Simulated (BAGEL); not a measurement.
# O2 (SMILES O=O) at UHF/3-21G (density fitting with cc-pvqz-jkfit)

Aim: the vertical electron affinity of O2 at UHF/3-21G (density fitting with cc-pvqz-jkfit), from 2 runs. 

The results are computed with BAGEL 1.2.2.

1 further run of the same task is left out (it didn't finish). Runs told in other sessions of the task aren't counted.

## Step 1: The structure to begin with

O2 has 2 atoms, charge 0, and is taken as a triplet. SMILES: `O=O`. The coordinates come from a PBE0-D4/def2-TZVP relaxation.

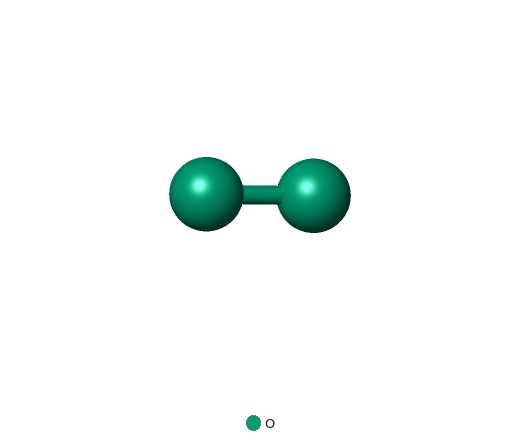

Viewed from a chosen angle; oxygen teal.

## Step 2: The energy at UHF/3-21G (density fitting with cc-pvqz-jkfit)

File job.json:

```json
{ "bagel" : [

{
  "title" : "molecule",
  "basis" : "3-21g",
  "df_basis" : "cc-pvqz-jkfit",
  "angstrom" : true,
  "geometry" : [
    { "atom" : "O", "xyz" : [       0.509550,      -0.164850,       0.262450 ] },
    { "atom" : "O", "xyz" : [      -0.509550,       0.164850,      -0.262450 ] }
  ]
},

{ "title" : "uhf", "nopen" : 2 },

{ "title" : "print", "file" : "orbitals.molden", "orbitals" : true }

]}
```

On the command line:

```
$ BAGEL_NUM_THREADS=1 BAGEL job.json > job.out
```

The log of the run:

```text
* using 1 threads per process

  ===============================================================
  ===============================================================

  *** Geometry ***

  { "atom" : "O", "xyz" : [      0.962910,     -0.311521,      0.495959 ] },
  { "atom" : "O", "xyz" : [     -0.962910,      0.311521,     -0.495959 ] },

  Number of auxiliary basis functions:      212

  Since a DF basis is specified, we compute 2- and 3-index integrals:
    o Being stored without compression. Storage requirement is 0.001 GB

  Number of basis functions:       18
  Number of electrons      :       16

    * METHOD: MOLECULE                             0.02

  *** Open-shell HF ***

  === Nuclear Repulsion ===
    28.3929930607

      * DIIS with orbital gradients will be used.

  === UHF iteration (3-21g) ===
      0       -148.74499600          0.02636070           0.00
      1       -148.76315803          0.00439385           0.00
      2       -148.76539437          0.00130679           0.00
      3       -148.76580405          0.00039517           0.00
      4       -148.76582985          0.00008029           0.00
      5       -148.76583134          0.00001030           0.00
      6       -148.76583136          0.00000100           0.00
      7       -148.76583136          0.00000011           0.00
      8       -148.76583136          0.00000002           0.00
      9       -148.76583136          0.00000000           0.00
    * SCF iteration converged.

    * S^2 (UHF) is 2.0190

    * Permanent dipole moment:
           (   -0.000000,     0.000000,    -0.000000) a.u.

    * METHOD: UHF                                  0.04

    * METHOD: PRINT                                0.00

  ===============================================================
```

Wall time 0.22 s (1 thread of Arm Neoverse V2, shared host).

## Step 3: The doublet anion, same level

File input.json:

```json
{ "bagel": [

{
  "title": "molecule",
  "basis": "3-21g",
  "df_basis": "cc-pvqz-jkfit",
  "angstrom": true,
  "geometry": [
    { "atom": "O", "xyz": [       0.509550,      -0.164850,       0.262450 ] },
    { "atom": "O", "xyz": [      -0.509550,       0.164850,      -0.262450 ] }
  ]
},

{
  "title": "uhf",
  "charge": -1,
  "nopen": 1
},

{
  "title": "print",
  "file": "orbitals.molden",
  "orbitals": true
}

]}
```

On the command line:

```
$ BAGEL_NUM_THREADS=1 BAGEL input.json > input.out
```

The log of the run:

```text
* using 1 threads per process

  ===============================================================
  ===============================================================

  *** Geometry ***

  { "atom" : "O", "xyz" : [      0.962910,     -0.311521,      0.495959 ] },
  { "atom" : "O", "xyz" : [     -0.962910,      0.311521,     -0.495959 ] },

  Number of auxiliary basis functions:      212

  Since a DF basis is specified, we compute 2- and 3-index integrals:
    o Being stored without compression. Storage requirement is 0.001 GB

  Number of basis functions:       18
  Number of electrons      :       16

    * METHOD: MOLECULE                             0.02

  *** Open-shell HF ***

  === Nuclear Repulsion ===
    28.3929930607

      * DIIS with orbital gradients will be used.

  === UHF iteration (3-21g) ===
      0       -148.63884272          0.06430719           0.00
      1       -148.67467865          0.01902012           0.00
      2       -148.67792015          0.00579872           0.00
      3       -148.67826368          0.00042988           0.00
      4       -148.67829077          0.00007787           0.00
      5       -148.67829276          0.00001303           0.00
      6       -148.67829284          0.00000125           0.00
      7       -148.67829284          0.00000012           0.00
      8       -148.67829284          0.00000003           0.00
      9       -148.67829284          0.00000000           0.00
    * SCF iteration converged.

    * S^2 (UHF) is 0.7561

    * Permanent dipole moment:
           (    0.000000,     0.000000,    -0.000000) a.u.

    * METHOD: UHF                                  0.04

    * METHOD: PRINT                                0.00

  ===============================================================
```

Run time: 0.22 s. Hardware: 1 thread of Arm Neoverse V2, shared host.

## Step 4: Results

Level: UHF/3-21G (density fitting with cc-pvqz-jkfit).

| quantity | value |
| --- | --- |
| triplet O2: total energy | -148.76583 Eh |
| triplet O2: dipole moment | 0.00 D |
| triplet O2: ⟨S²⟩ | 2.019 |
| doublet anion: total energy | -148.67829 Eh |
| doublet anion: ⟨S²⟩ | 0.756 |
| vertical electron affinity (to the doublet anion) | -2.382 eV |

In words: The anion lies 2.38 eV (55 kcal/mol) above the neutral: the electron isn't bound at this level, and such a value depends on the basis. Without diffuse functions anions come out too high. Hartree–Fock misses the correlation that binds many anions.
